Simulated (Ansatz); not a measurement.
**Sensitivity of the G0W0 gap of BaTiO3 (R3m)**

A base run on BaTiO3 (R3m), then changed inputs.

Main program and level: Ansatz 0.2.0; G0W0 on r2SCAN, plane waves, PAW.

**1. The structure**

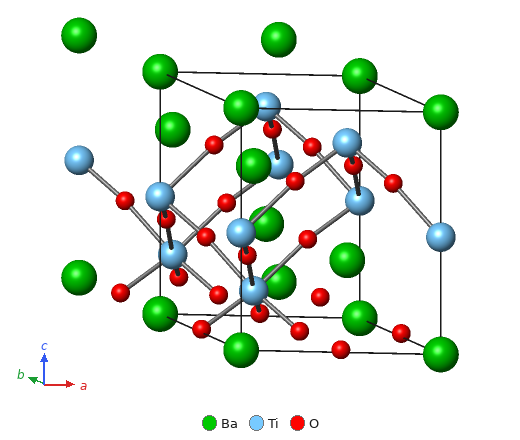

The starting structure, seen slightly off an axis (barium green, titanium blue, oxygen red). 1×2×1 cells are drawn. This picture shows the conventional cell, with its axes. Some periodic images of atoms are drawn too.

The cell and positions come from the Crystallography Open Database and are kept as given unless a step says otherwise. Spin-orbit coupling is left out unless a step names it. The default PAW set here is soft_2. Its files were made with PBE.

**2. The base run: 4×4×4 mesh, 508 empty bands, screening to 230 eV, plasmon pole**

G0W0 replaces the xc potential by the self-energy, built once from these orbitals. Only a window of levels is corrected, while the sums run over the empty bands that the input names.

input.yaml reads:

```yaml
crystal:
  lattice:
    - [2.8273666084, 1.6323808724, 2.3183934932]
    - [-2.8273666084, 1.6323808724, 2.3183934932]
    - [0.0, -3.2647617449, 2.3183934932]
  atoms:
    - { symbol: Ba, position: [0.0, 0.0, 0.0] }
    - { symbol: Ti, position: [0.4845, 0.4845, 0.4845] }
    - { symbol: O, position: [0.5086, 0.5086, 0.0175] }
    - { symbol: O, position: [0.0175, 0.5086, 0.5086] }
    - { symbol: O, position: [0.5086, 0.0175, 0.5086] }
kpoints:
  mp_grid: { grid: [4, 4, 4] }
hamiltonian:
  xc: r2scan
scf:
  occupations: { method: fixed }
gw:
  n_empty_bands: 508
  ecut_chi: 230.0
  qp_bands: [v2, c2]
  qp_kpoints: band_edges
  screening: { model: godby_needs }
```

On the command line:

```console
> ansatz run input.yaml --threads 3 --pin off --max-ram 92160MiB --backend cuda --events-out ev --progress --plain --runs-dir out --devices 1 --max-vram 13GiB  # rebuilt from the run's record
```

Numbers of over 12 decimals in the logs are rounded to 6 here.

Log:

```text
GPUs: using 1 of 1 available (devices: 1).
Engine: ansatz 0.2.0, x86_64-unknown-linux-gnu
Pseudopotentials: kind: paw
Pseudopotential: Ba, paw, valence charge 10, recommended cutoff 500 eV (meta_gga), Ba.paw.azcp
Pseudopotential: Ti, paw, valence charge 12, recommended cutoff 500 eV (meta_gga), Ti.paw.azcp
Pseudopotential: O, paw, valence charge 6, recommended cutoff 500 eV (meta_gga), O.paw.azcp
Functional definition: r2SCAN
  parameter k0 = 0.174
  parameter k1 = 0.065
  parameter a1 = 4.9479
  exchange = r2scan_x(k0 = k0, k1 = k1, a1 = a1)
  correlation = r2scan_c
device memory: the entry about to start is reckoned to put 0.9 GiB on a device that reports 47.5 GiB free (of which the cap on the GPU budget leaves the run 13.0 GiB)
GPU FFT provider: cuFFT
GPU libraries: cuBLAS 13.8.2, cuFFT 12.4.0, cuSOLVER 12.3.4
Crystal: 5 atoms, lattice volume = 64.201 Å³
Basis set: ecut = 500 eV, 1647 PW (Γ), exchange–correlation on 120×120×120 points (64 copies of the dense FFT grid, shifted against one another)
Bands: 25, of which v1, the nominal top of the filled ones, is band 20 counted from 1 (19 counted from 0)
Symmetry: 6 space group operations
Space group: R3m (ITA 160), of the structure as read, at distance tolerance 4.0e-5 Å
k-points: 13 of 64 (time reversal used)
Non-local potential: Ba, projectors of the file, l = 0: 3, l = 1: 2, l = 2: 2, l = 3: 2
Non-local potential: Ti, projectors of the file, l = 0: 3, l = 1: 2, l = 2: 3, l = 3: 1
Non-local potential: O, projectors of the file, l = 0: 2, l = 1: 2, l = 2: 1
PAW form: soft (Blöchl's): semilocal exchange-correlation on the pseudo side does not see the compensation charge
PAW frozen core: Ba, regenerated for the run's functional (the file was generated under x = pbe(κ = 0.804, μ = 0.219515), c = pbe(β = 0.066725))
PAW frozen core: Ti, regenerated for the run's functional (the file was generated under x = pbe(κ = 0.804, μ = 0.219515), c = pbe(β = 0.066725))
PAW frozen core: O, regenerated for the run's functional (the file was generated under x = pbe(κ = 0.804, μ = 0.219515), c = pbe(β = 0.066725))
PAW one-centre angular grid: Ba, 302 points (default); XC on 160 Gauss nodes
PAW one-centre angular grid: Ti, 590 points (default); XC on 160 Gauss nodes
PAW one-centre angular grid: O, 302 points (default); XC on 160 Gauss nodes
Initial density: superposition of atomic densities (neutral atoms: chi_scale 0, normalization atom), corrected by the library's trained network
Initial wavefunctions: pseudopotential atomic-orbital guess
GPU buffer pool allocated for 27000 grid points (all kernels)
GPU transforms: local potential and band sums: pruned to the plane-wave sphere, on 30×30×30
Functional: x = r2scan, c = r2scan; τ floored in thin density (d = 2e-4 eV/Å³)
[...]
E_aug_tail   = 0.003067  (compensation charges beyond the density's cutoff)
  E_vtau       = 36.820934  (kinetic-family band-sum trace: ∫τ·v_τ [+ j·A + Jᵃ·Aᵃ] dr)
  E_ewald      = -2809.213684
  E_core_change = -0.278864  (= ΣΔE_core)
  E_smearing   = -0.000000  (= −TS)
  E_closure    = -0.000000  (closes the sum)
  Σ components = -10183.827721   (vs F -10183.827721, Δ=0.00e0)
--- Band table (eV; the first three rows and the last of 13) ---
  k-point 0: bands = [... 16 lower, 8.8042, 9.4350, 9.5490, 9.5490, 12.7147, 12.7147, 12.8515, 14.7904, ... 1 higher]
  k-point 1: bands = [... 16 lower, 8.5019, 8.7202, 9.2895, 9.3088, 12.7962, 13.3851, 13.4741, 14.7829, ... 1 higher]
  k-point 2: bands = [... 16 lower, 8.2694, 8.3293, 8.9788, 9.0922, 12.8595, 14.0931, 14.1933, 14.7548, ... 1 higher]
  k-point 12: bands = [... 16 lower, 7.6166, 9.9033, 9.9033, 9.9174, 14.6501, 14.8061, 14.8061, 17.2667, ... 1 higher]
--- G₀W₀: ω_p = 29.3100 eV, 64 q-points, 508 empty bands' worth ---
  eigenvalues of the whole cell's RPA ε∞ on this k-mesh (on a slab, of 1 + 4πα/V) = 4.7306, 5.1228, 5.1228; static W/v taken at q = 0 is 0.200487
  GN-PPA: 5710478/16551763 pairs with Re ω̃² < 0 across q-mesh
  bands read: the sum over 528 bands ends inside a degenerate multiplet in 1 slot, whose members it reads at an even weight; the widest, k=12: bands 528 to 529 (counted from 1) at 1/2 each
  gw.qp_kpoints: band_edges: 11 of 13 stored k-points solved, in 1 pass; an edge of the gap read off the rows below is read off those points alone
    valence top: of the k-points left out ik 9 came nearest to being solved in a further pass, in band 19 (counted from 1, as in the quasiparticle table): it holds the edge there only if its correction is more favourable than any solved in that band by at least 0.640 eV; those differ by 0.144 eV
    conduction bottom: of the k-points left out ik 9 came nearest to being solved in a further pass, in band 21 (counted from 1, as in the quasiparticle table): it holds the edge there only if its correction is more favourable than any solved in that band by at least 0.933 eV; those differ by 0.245 eV
    ik  band        ε_KS         Σx   Σc(E_QP)       V_xc       Z   E_QP_lin       E_QP  E_QP is
     0    19      9.5490   -25.9150     4.0132   -21.6810  0.7758     9.3280     9.3283  root
     0    20      9.5490   -25.9150     4.0132   -21.6810  0.7758     9.3280     9.3283  root
     0    21     12.7147   -12.9312    -6.1918   -20.1616  0.7824    13.7595    13.7533  root
     0    22     12.7147   -12.9312    -6.1918   -20.1616  0.7824    13.7595    13.7533  root
     1    19      9.2895   -25.4164     3.9381   -21.2214  0.7759     9.0323     9.0326  root
     1    20      9.3088   -25.8606     4.1114   -21.5090  0.7755     9.0683     9.0686  root
     1    21     12.7962   -13.1226    -6.2389   -20.4154  0.7808    13.8565    13.8500  root
     1    22     13.3851   -13.8425    -6.4356   -21.4142  0.7731    14.5289    14.5211  root
[...]
12    19      9.9033   -25.8945     4.4737   -21.2240  0.7702     9.7063     9.7066  root
    12    20      9.9174   -25.9199     4.4863   -21.2390  0.7705     9.7226     9.7228  root
    12    21     14.6501   -14.5100    -7.3381   -23.1315  0.7561    15.9456    15.9335  root
    12    22     14.8061   -14.5936    -7.4041   -23.2968  0.7542    16.1172    16.1052  root
[key lines of the parts left out:]
SCF converged after 7 iterations
Free energy (F): -10183.827721 eV
Fermi energy:    9.917450 eV
```

Wall time 61 s (1 × NVIDIA H100 80GB HBM3 (shared by 6 runs) with 3 threads of AMD EPYC 7R13 (Zen 3), shared host); peak memory 2.9 GiB; 2.1 min of CPU time.

Reading the cycles: dr2 is the Hartree energy of the density residual (eV), the measure of convergence; HF is the Harris–Foulkes estimate of the energy, which meets the free energy F at convergence.

Numbers from this step:

| Quantity | Value |
| --- | --- |
| bands summed | 528 |
| plasmon-pole fit frequency | 29.31 eV |
| RPA ε∞ on this mesh (eigenvalues) | 4.731, 5.123, 5.123 |
| plane waves in the screening matrix | 485 |
| q-points in the mesh | 64 |
| G0W0 gap on the mesh | 4.030 eV |
| k of the valence top | -0.5, -0.5, -0.5 |
| k of the conduction bottom | 0, 0, 0 |
| starting gap on the mesh | 2.797 eV |
| Z at the valence top | 0.7705 |
| Z at the conduction bottom | 0.7824 |
| least direct G0W0 gap on the computed points | 4.425 eV |

The gap on the mesh goes from 2.80 eV to 4.03 eV, a correction of +1.23 eV. Between the two edge states, bare exchange in place of the xc potential would open the gap by 11.91 eV, and correlation takes back 10.68 eV.

**3. Variant: plasmon pole at a typed frequency**

input.yaml, as its differences from that of step 2:

```diff
@@ -18,4 +18,4 @@
 gw:
-  n_empty_bands: 508
-  ecut_chi: 230.0
+  n_empty_bands: 145
+  ecut_chi: 100
   qp_bands: [v2, c2]
@@ -23 +23,2 @@
   screening: { model: godby_needs }
+  plasmon_pole_fit_frequency: 25
```

Log:

```text
GPUs: using 1 of 1 available (devices: 1).
[...]
GPU FFT provider: cuFFT
GPU libraries: cuBLAS 13.8.2, cuFFT 12.4.0, cuSOLVER 12.3.4
Crystal: 5 atoms, lattice volume = 64.201 Å³
Basis set: ecut = 500 eV, 1647 PW (Γ), exchange–correlation on 120×120×120 points (64 copies of the dense FFT grid, shifted against one another)
Bands: 25, of which v1, the nominal top of the filled ones, is band 20 counted from 1 (19 counted from 0)
[... 1 set-up line as in the run before ...]
[...]
k-points: 13 of 64 (time reversal used)
[...]
GPU buffer pool allocated for 27000 grid points (all kernels)
[...]
SCF iter   1: F=—  HF=-10183.725294 eV  |F-HF|=—  |Δ(HF+E_count)|=         —  Δρ=2.09e-2  dr2=3.52e-1  dr2_τ=2.49e-1  ethr=1.77e-3  ⟨swp⟩=4.8  Hψ=1398  notcnv=0  defer=24
[...]
SCF iter   7: F=-10183.827721 eV  HF=-10183.827721 eV  |F-HF|=8.44e-9  |Δ(HF+E_count)|=   4.10e-7  Δρ=8.04e-6  dr2=2.62e-8  dr2_τ=3.81e-9  ethr=2.50e-10  ⟨swp⟩=7.2  Hψ=1617  notcnv=0
SCF 1 converged in 7 iterations: F = -10183.827721 eV  dr2 = 2.62e-8
[...]
NSCF: frozen V_eff on 13 k-points, pencils in batches of 32, up to order 100
[...]
NSCF: frozen V_eff on 13 k-points
G₀W₀ screening: q 1/13
[... further progress lines ...]
[...]
SCF converged after 7 iterations
Free energy (F): -10183.827721 eV
[...]
Internal energy: -10183.827721 eV  (E = F + TS)
E sigma→0 (E₀):  -10183.827721 eV
Fermi energy:    9.917450 eV
[...]
--- Band table (eV; the first three rows and the last of 13) ---
  k-point 0: bands = [... 16 lower, 8.8042, 9.4350, 9.5490, 9.5490, 12.7147, 12.7147, 12.8515, 14.7904, ... 1 higher]
  k-point 1: bands = [... 16 lower, 8.5019, 8.7202, 9.2895, 9.3088, 12.7962, 13.3851, 13.4741, 14.7829, ... 1 higher]
  k-point 2: bands = [... 16 lower, 8.2694, 8.3293, 8.9788, 9.0922, 12.8595, 14.0931, 14.1933, 14.7548, ... 1 higher]
  k-point 12: bands = [... 16 lower, 7.6166, 9.9033, 9.9033, 9.9174, 14.6501, 14.8061, 14.8061, 17.2667, ... 1 higher]
--- G₀W₀: ω_p = 25.0000 eV, 64 q-points, 145 empty bands' worth ---
[...]
GN-PPA: 443924/1364727 pairs with Re ω̃² < 0 across q-mesh
[...]
0    19      9.5490   -25.9150     4.3441   -21.6810  0.7763     9.6590     9.6591  root
     0    20      9.5490   -25.9150     4.3441   -21.6810  0.7763     9.6590     9.6591  root
     0    21     12.7147   -12.9312    -5.8924   -20.1616  0.7792    14.0649    14.0527  root
     0    22     12.7147   -12.9312    -5.8924   -20.1616  0.7792    14.0649    14.0527  root
     1    19      9.2895   -25.4164     4.2583   -21.2214  0.7761     9.3527     9.3528  root
     1    20      9.3088   -25.8606     4.4373   -21.5090  0.7759     9.3944     9.3944  root
     1    21     12.7962   -13.1226    -5.9355   -20.4154  0.7775    14.1661    14.1534  root
     1    22     13.3851   -13.8425    -6.1182   -21.4142  0.7694    14.8537    14.8385  root
[...]
12    19      9.9033   -25.8945     4.7841   -21.2240  0.7708    10.0168    10.0169  root
    12    20      9.9174   -25.9199     4.7955   -21.2390  0.7710    10.0319    10.0320  root
    12    21     14.6501   -14.5100    -7.0016   -23.1315  0.7509    16.2922    16.2699  root
    12    22     14.8061   -14.5936    -7.0626   -23.2968  0.7494    16.4701    16.4466  root
```

It took 18 s on 1 × NVIDIA H100 80GB HBM3 (shared by 6 runs) with 3 threads; peak memory 1.3 GiB; 26 s of CPU time.

The G0W0 gap on the mesh is 4.021 eV.

Against the base:

| setting | base | variant |
| --- | --- | --- |
| empty bands | 508 | 145 |
| screening cutoff (eV) | 230.0 | 100 |
| plasmon pole fit frequency | - | 25 |

| quantity | variant | base |
| --- | --- | --- |
| starting gap on the mesh | 2.797 | 2.797 |
| G0W0 gap on the mesh | 4.021 | 4.030 |
| least direct G0W0 gap on the computed points | 4.394 | 4.425 |
| Z at the valence top | 0.771 | 0.770 |
| Z at the conduction bottom | 0.779 | 0.782 |

**4. Outcome**

```yaml
base: 4.03 eV, 61 s
plasmon_pole_at_a_typed_frequency: 4.02 eV, 18 s
```

In words: Plasmon pole at a typed frequency: the gap moves by −0.01 eV and the time by a factor of 0.29. The variant differs from the base in empty bands, screening cutoff and plasmon pole fit frequency together, so the change can't be laid to one of them. All runs here use a coarse mesh and modest cutoffs; they test settings and are not final values. The 4×4×4 mesh is coarse for this cell (its supercell is 16 Å along the shortest edge). The RPA ε∞ on it, from the r2SCAN start, is 4.73 and 5.12; such meshes misread the long-range screening, most where the gap is narrow. The many-body steps are scalar-relativistic: spin-orbit coupling is not in them.

[Paths, hosts, dates, memory and timing lines, banners, echoed tables and standing remarks are left out of the program output.]

[Logs are printed without paths, hosts, clocks, repeated set-up lines and the standing remarks that a program may print on its own settings, such as how far it seeks lower states.]

[Runs of the session that timed out or met a known fault of the program may be left out.]

[Cells called generated may have been cut or substituted from an entry of the Crystallography Open Database or the Materials Project.]

[Hosts, paths, dates, database ids (printed as entryN), source tags and the programs' standing remarks are cut or masked in the printed files.]
